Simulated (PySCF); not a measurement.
**One shape, several levels: triplet NSF3**

We compute a comparison of 6 runs (UHF/STO-3G, UHF/3-21G, UB3LYP/6-31G*, U-wB97X/def2-SVPD, UCAM-B3LYP/def2-SVPD, USCS-MP2/def2-SVPD) of triplet NSF3. Input form: a Python script.

The calculation is run with PySCF 2.14.0.

3 further runs of the same task are left out: 3 set aside as unsound or not needed.

## (1) Starting point

The species is NSF3 (5 atoms), meant as a triplet with charge 0. SMILES of the parent species: `N#S(F)(F)F`. The shape is that of a GFN2-xTB optimisation. That shape belongs to the parent species and isn't relaxed for this state.

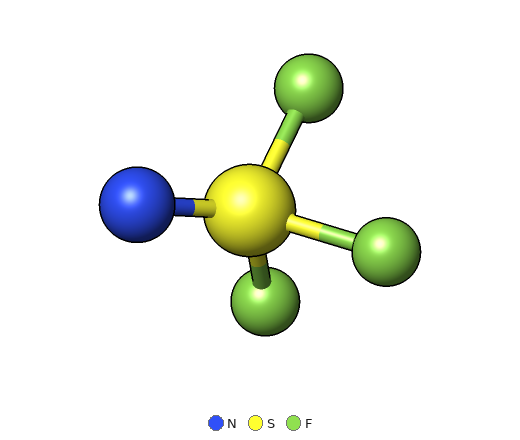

Viewed from a chosen angle; nitrogen blue, sulfur yellow, fluorine green.

## (2) The energy at UHF/STO-3G (run 1)

run.py

```python
from pyscf import gto, scf

mol = gto.M(
    atom='''
N       -0.358080      -0.004690       1.626160
S       -0.053300      -0.000320       0.245520
F        1.060160      -0.972240      -0.423820
F       -1.148560      -0.328830      -0.906480
F        0.499780       1.306070      -0.541380
''',
    verbose=4,
    charge=0,
    max_memory=1860,
    spin=2,
    basis='sto-3g',
)

calc0 = scf.UHF(mol)
calc0.conv_tol = 1e-10
calc0.kernel()
if not calc0.converged:
    calc0 = calc0.newton().run(calc0.mo_coeff, calc0.mo_occ)

e_final = calc0.e_tot
print('E(%s) = %.9f' % ('HF', e_final))
```

On the command line:

```
$ OMP_NUM_THREADS=1 python run.py
```

The log of the run:

```text
<dir> SyntaxWarning: invalid escape sequence '\W'
  S = {(paw_set(r)[0], bool(re.search(r"spin_orbit\W+true|paw_fr", str((r.get("files") or {}).get("input") or "")) or re.search("(?i)spin.orbit\W+(value\W+)?(true|yes)|value\W+spin-orbit", json.dumps(r.get("inputs"), default=str)))) for r in records}

PySCF version 2.14.0

[... 39 lines left out ...]
WARN: beta  nocc = 24  HOMO -0.359875026556007 >= LUMO -0.35983404643247
[... 1 line left out ...]
WARN: HOMO 0.00914876863238478 >= LUMO -0.35983404643247
[... 83 lines left out ...]
converged SCF energy = -740.43605544781  <S^2> = 2.0077348  2S+1 = 3.0051521
E(HF) = -740.436055448
```

Run time: 1.2 s. Hardware: 1 thread of Arm Neoverse V1, shared host; peak memory 0.1 GiB.

## (3) The energy at UHF/3-21G (run 2)

job.py

```python
from pyscf import gto

mol = gto.M(
    atom='''
N       -0.358080      -0.004690       1.626160
S       -0.053300      -0.000320       0.245520
F        1.060160      -0.972240      -0.423820
F       -1.148560      -0.328830      -0.906480
F        0.499780       1.306070      -0.541380
''',
    charge=0,
    max_memory=1860,
    spin=2,
    verbose=3,
    basis='3-21g',
)

myscf = mol.UHF()
myscf.conv_tol = 1e-10
myscf.kernel()
if not myscf.converged:
    myscf = myscf.newton().run(myscf.mo_coeff, myscf.mo_occ)

energy = myscf.e_tot
print('E = %.10f Eh' % energy)
```

On the command line:

```
$ OMP_NUM_THREADS=1 python job.py
```

The log of the run:

```text
<dir> SyntaxWarning: invalid escape sequence '\W'
  S = {(paw_set(r)[0], bool(re.search(r"spin_orbit\W+true|paw_fr", str((r.get("files") or {}).get("input") or "")) or re.search("(?i)spin.orbit\W+(value\W+)?(true|yes)|value\W+spin-orbit", json.dumps(r.get("inputs"), default=str)))) for r in records}

WARN: HOMO -0.000697383500889437 >= LUMO -0.352232203769043

converged SCF energy = -745.914833774967  <S^2> = 2.0610789  2S+1 = 3.0404466
E = -745.9148337750 Eh
```

It took 1.5 s on 1 thread of Arm Neoverse V1, shared host; peak memory 0.12 GiB.

## (4) The energy at UB3LYP/6-31G(d) (spherical functions) (run 3)

mol.xyz

```xyz
5

N     -0.358080    -0.004690     1.626160
S     -0.053300    -0.000320     0.245520
F      1.060160    -0.972240    -0.423820
F     -1.148560    -0.328830    -0.906480
F      0.499780     1.306070    -0.541380
```

calc.py

```python
from pyscf import gto, dft

molecule = gto.M(
    atom='mol.xyz',
    max_memory=1860,
    spin=2,
    verbose=3,
    charge=0,
    basis='6-31g*',
)

mf = dft.UKS(molecule, xc='b3lyp')
mf.grids.level = 5
mf.conv_tol = 1e-10
mf.kernel()
if not mf.converged:
    mf = mf.newton().run(mf.mo_coeff, mf.mo_occ)

etot = mf.e_tot
print('E = %.10f Eh' % etot)
```

On the command line:

```
$ OMP_NUM_THREADS=1 python calc.py
```

The log of the run:

```text
<dir> SyntaxWarning: invalid escape sequence '\W'
  S = {(paw_set(r)[0], bool(re.search(r"spin_orbit\W+true|paw_fr", str((r.get("files") or {}).get("input") or "")) or re.search("(?i)spin.orbit\W+(value\W+)?(true|yes)|value\W+spin-orbit", json.dumps(r.get("inputs"), default=str)))) for r in records}

WARN: HOMO -0.106247494884641 >= LUMO -0.355232345024882

WARN: HOMO -0.160412561956897 >= LUMO -0.291494696819534

WARN: HOMO -0.171300864601074 >= LUMO -0.260482594586912

WARN: HOMO -0.163687695005062 >= LUMO -0.285615038114815

WARN: HOMO -0.167846985467909 >= LUMO -0.276339695779605

WARN: HOMO -0.166746669765273 >= LUMO -0.272332690882681

WARN: HOMO -0.166962340726384 >= LUMO -0.272156524422102

WARN: HOMO -0.167333673176022 >= LUMO -0.272160839652631

WARN: HOMO -0.167217585066073 >= LUMO -0.272107314542612

WARN: HOMO -0.167258348653259 >= LUMO -0.272137866269678

WARN: HOMO -0.167259142696701 >= LUMO -0.272134295013105

WARN: HOMO -0.167249315169416 >= LUMO -0.272115684536674

WARN: HOMO -0.167253044403743 >= LUMO -0.272124700001338

WARN: HOMO -0.167250690768666 >= LUMO -0.272124097391929

WARN: HOMO -0.167251322875127 >= LUMO -0.272122485106747

WARN: HOMO -0.167251425881766 >= LUMO -0.272121739636275

WARN: HOMO -0.167251259808854 >= LUMO -0.272121772837053

WARN: HOMO -0.167251305362756 >= LUMO -0.272121475781585

WARN: HOMO -0.167250796293936 >= LUMO -0.272120602985636

WARN: HOMO -0.167252201539494 >= LUMO -0.272121159721974

WARN: HOMO -0.167251349283297 >= LUMO -0.272113719023515

WARN: HOMO -0.167251464973583 >= LUMO -0.2721003995604

WARN: HOMO -0.167251424779154 >= LUMO -0.272099032185621

WARN: HOMO -0.167251509294258 >= LUMO -0.27210360665496

WARN: HOMO -0.167253417389263 >= LUMO -0.271832055277067

WARN: HOMO -0.167254425044264 >= LUMO -0.271728244413816

WARN: HOMO -0.167253269539149 >= LUMO -0.27205932989555

WARN: HOMO -0.167255466868349 >= LUMO -0.27160063515417

WARN: HOMO -0.167253128278091 >= LUMO -0.271869901769207

WARN: HOMO -0.167253910907721 >= LUMO -0.272085513908952

WARN: HOMO -0.167254292612045 >= LUMO -0.272010341808883

WARN: HOMO -0.167253900142712 >= LUMO -0.272081579944916

WARN: HOMO -0.16725404389622 >= LUMO -0.27206392403586

WARN: HOMO -0.167254509310133 >= LUMO -0.272114089938254

WARN: HOMO -0.167254969109246 >= LUMO -0.272057335820731

WARN: HOMO -0.167254727328851 >= LUMO -0.272085445864251

WARN: HOMO -0.167254481646495 >= LUMO -0.272123159979621

WARN: HOMO -0.167254697613669 >= LUMO -0.272113544476156

WARN: HOMO -0.167254660031078 >= LUMO -0.272111688717284

WARN: HOMO -0.167254699392112 >= LUMO -0.272111213170828

converged SCF energy = -752.11595045465  <S^2> = 2.0056019  2S+1 = 3.0037323
E = -752.1159504546 Eh
```

Wall time 77 s (1 thread of Arm Neoverse V1, shared host); peak memory 0.4 GiB.

Runs 4 to 5 aren't shown in full; the table further down has their settings and results.

## (5) The energy at USCS-MP2/def2-SVPD (run 6)

input.py

```python
from pyscf import gto, scf, mp

mol = gto.M(
    atom='''
N       -0.358080      -0.004690       1.626160
S       -0.053300      -0.000320       0.245520
F        1.060160      -0.972240      -0.423820
F       -1.148560      -0.328830      -0.906480
F        0.499780       1.306070      -0.541380
''',
    verbose=3,
    max_memory=1860,
    charge=0,
    basis='def2-svpd',
    spin=2,
)

mf = scf.UHF(mol)
mf.conv_tol = 1e-10
mf.kernel()
if not mf.converged:
    mf = mf.newton().run(mf.mo_coeff, mf.mo_occ)

pt = mp.MP2(mf, frozen=9).run()
e_final = mf.e_tot + 1.2 * pt.e_corr_os + pt.e_corr_ss / 3
print('E(%s) = %.9f' % ('SCS-MP2', e_final))
```

On the command line:

```
$ OMP_NUM_THREADS=1 python input.py
```

The log of the run:

```text
<dir> SyntaxWarning: invalid escape sequence '\W'
  S = {(paw_set(r)[0], bool(re.search(r"spin_orbit\W+true|paw_fr", str((r.get("files") or {}).get("input") or "")) or re.search("(?i)spin.orbit\W+(value\W+)?(true|yes)|value\W+spin-orbit", json.dumps(r.get("inputs"), default=str)))) for r in records}

WARN: HOMO -0.0237879569011779 >= LUMO -0.364984755346297

SCF not converged.
SCF energy = -749.521863544131 after 50 cycles  <S^2> = 2.0417239  2S+1 = 3.0276882
converged SCF energy = -749.521863551129  <S^2> = 2.0417234  2S+1 = 3.0276879
E(UMP2) = -750.423768409154  E_corr = -0.901904858024402
E(SCS-UMP2) = -750.380585361487  E_corr = -0.858721810357314
E(SCS-MP2) = -750.380585361
```

It took 23 s on 1 thread of Arm Neoverse V1, shared host; peak memory 0.41 GiB.

## (6) All runs side by side

```
run                                level  integration grid  frozen core orbitals  energy (Eh)  dipole moment (D) of the reference  HOMO energy (eV)  LUMO energy (eV)  wall time
  1                           UHF/STO-3G                 –                     –  -740.436055                                1.61             -3.84              5.17      1.2 s
  2                            UHF/3-21G                 –                     –  -745.914834                                0.72             -8.61             -1.78      1.5 s
  3  UB3LYP/6-31G* (spherical functions)                 5                     –  -752.115950                                0.37             -4.55                 –       77 s
  4                    U-wB97X/def2-SVPD                 5                     –  -751.672938                                0.83             -7.65             -5.38    3.4 min
  5                 UCAM-B3LYP/def2-SVPD                 5                     –  -751.684653                                0.85             -6.81             -6.54    3.5 min
  6                   USCS-MP2/def2-SVPD                 –                     9  -750.380585                                1.19             -8.53             -2.50       23 s
```

## (7) What came out

| quantity | value |
| --- | --- |
| run 6: total energy | -750.38059 Eh |
| run 6: dipole moment (Hartree–Fock density) | 1.19 D |
| run 6: HOMO energy (Hartree–Fock orbitals) (highest over α and β) | -8.53 eV |
| run 6: LUMO energy (Hartree–Fock orbitals) (lowest over α and β) | -2.50 eV |
| run 6: correlation energy (9 core orbitals frozen) | -858.7 mEh |
| run 6: ⟨S²⟩ of the reference determinant | 2.042 |

In words: Over runs 1, 2, 3, 4, 5 the dipole moment (its size) runs from 0.37 D (UB3LYP/6-31G*) to 1.61 D (UHF/STO-3G). The two ends differ in method and basis. The two dipoles point in opposite directions. Totals of different functionals can't be ranked against each other. In run 1 the basis is minimal, so the values are rough. All runs together took 8.6 min, the longest 3.5 min.
